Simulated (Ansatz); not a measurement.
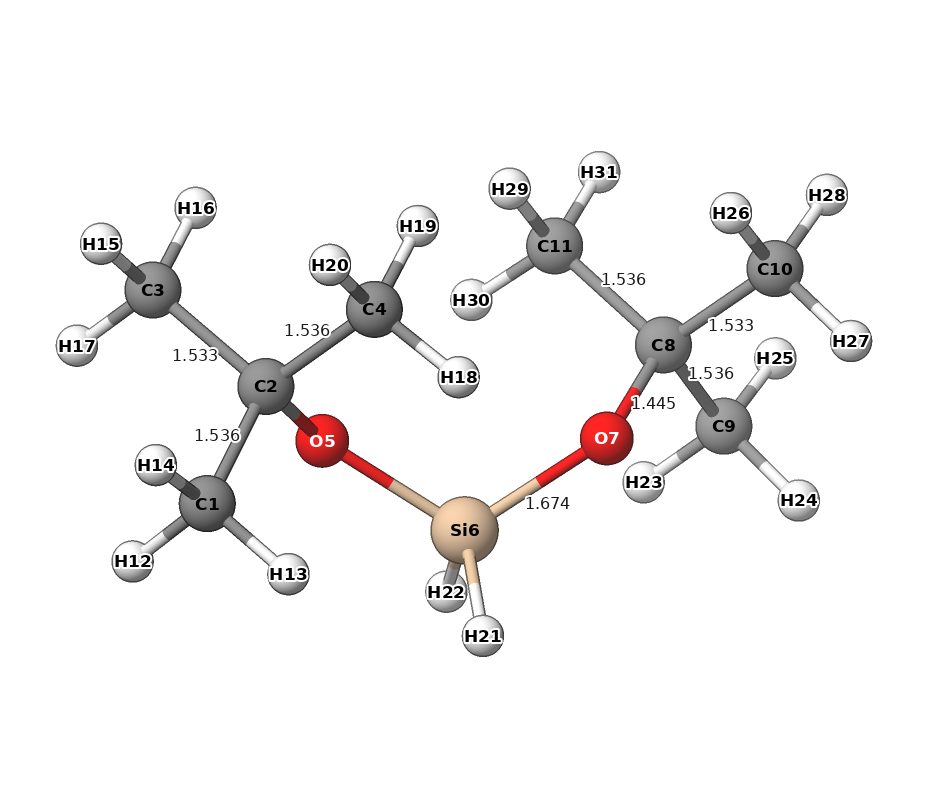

The numbers beside the sticks are distances in Å. Sticks don't show bond order. The computed structure is the end point of a PBE-D4/def2-SVP optimisation. No frequency run is at hand to confirm it as a minimum.

Question: Assign a bond order to each marked bond.

Answer: C1–C2 single; C2–C3 single; C2–C4 single; Si6–O7 single; O7–C8 single; C8–C9 single; C8–C10 single; C8–C11 single.

Question: Give the structure as SMILES.

Answer: CC(C)(C)O[SiH2]OC(C)(C)C
